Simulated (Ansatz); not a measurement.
GeH₄O₂···H (doublet)

Input file:

```
crystal:
  periodic: [false, false, false]
  atoms:
    - { symbol: Ge, position_ang: [-0.098905, -0.161061, 0.111092] }
    - { symbol: H, position_ang: [-0.019393, -0.053625, 1.651109] }
    - { symbol: O, position_ang: [1.5388, 0.014525, -0.568216] }
    - { symbol: H, position_ang: [1.737478, -0.639623, -1.245003] }
    - { symbol: O, position_ang: [-1.079737, 1.238409, -0.368825] }
    - { symbol: H, position_ang: [-1.073239, 1.400779, -1.317746] }
    - { symbol: H, position_ang: [-0.703801, -1.478992, -0.421342] }
    - { symbol: H, position_ang: [-0.001802, 0.120587, 3.506031] }
magnetization:
  spin_polarized: true
  initial_magnetization: 1
basis:
  gaussian: { orbitals: def2-mTZVP }
hamiltonian:
  xc: pbe0
relax:
  f_tol: 0.03
  max_steps: 50
output:
  orbitals: {}
```

Run with:

```sh
ansatz run input.yaml --threads 4 --pin off --max-ram 5120MiB --backend cpu --events-out ev --progress --plain --runs-dir out
```

The fields are those of the run's last geometry, not of the input's.

These are results of UKS PBE0/def2-mTZVP (Ansatz 0.2.0), not measurements.

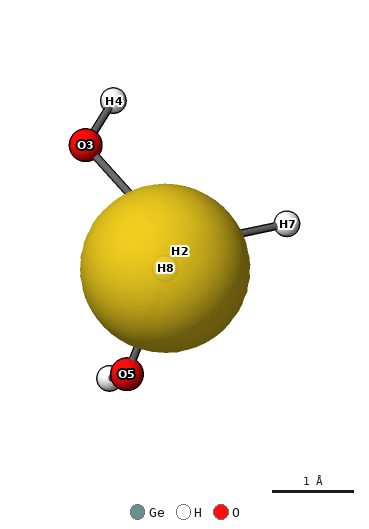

Figure 1. Isosurfaces of the spin density at +0.04 (yellow) and −0.04 e/Å³ (cyan), seen at an oblique angle.

Q: Where is the unpaired spin?

A: The unpaired spin (1 electron) lies mostly on H8 (about 1.0), in electrons by Hirshfeld's partition. Only one sign reaches the isovalue.

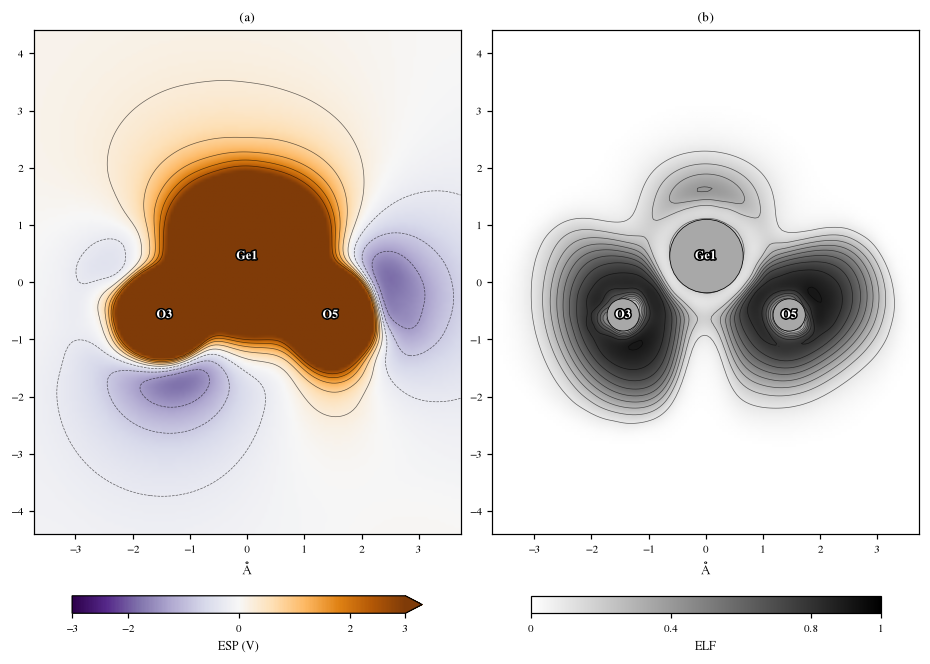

Figure 2. (a) molecular electrostatic potential; (b) ELF on the plane of atoms O3, Ge1 and O5. Grey discs cover the atomic cores in the ELF map.

Q: What do the fields say about this system?

A: The plane passes through Ge and O nuclei.
Ge–O (1.78 Å): the ELF peaks at about 0.85 in the valence shell of O, 0.6 Å from its nucleus, and is about 0.35 at the midpoint.
The ELF also peaks beside O3 and O5, away from the bonds: non-bonding electrons, paired or unpaired.
Outside the dense part of the complex the potential is most negative (−1.8 V) near O5.

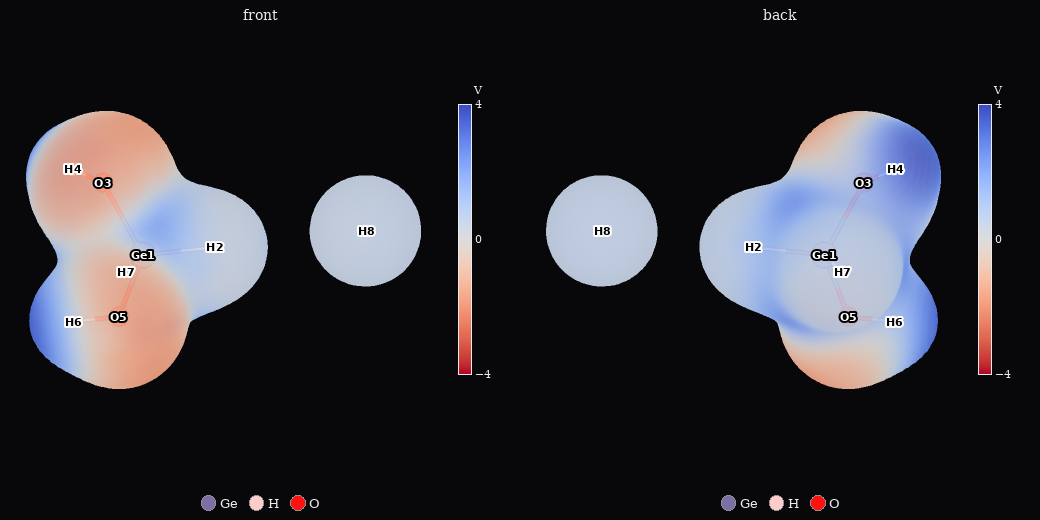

Figure 3. The electrostatic potential painted on the density surface at 0.004 e/bohr³, seen from the front and from behind; the colour scale runs from red (negative) to blue (positive).

Q: Which sites attract a positive test charge, and which a negative one?

A: A positive charge is drawn to the negative regions and a negative charge to the positive ones. The most negative region (about −1.8 V, or −42 kcal/mol for a unit charge) lies over O3 and O5, the most positive (about +3.4 V, or +78 kcal/mol for a unit charge) over H4.

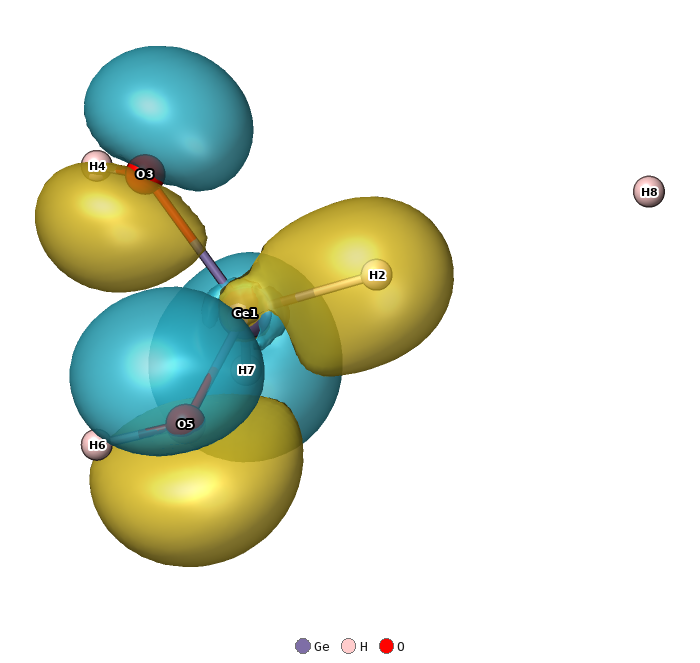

Figure 4. The HOMO (β) at ±0.08 Å⁻³ᐟ² (yellow and cyan are the two phases), seen at a tilt.

Q: What is the character of this orbital?

A: It lies mainly on O5 (about 45 %), O3 (about 20 %), Ge1 (about 15 %) and H7 (about 10 %). Its energy is −8.56 eV.
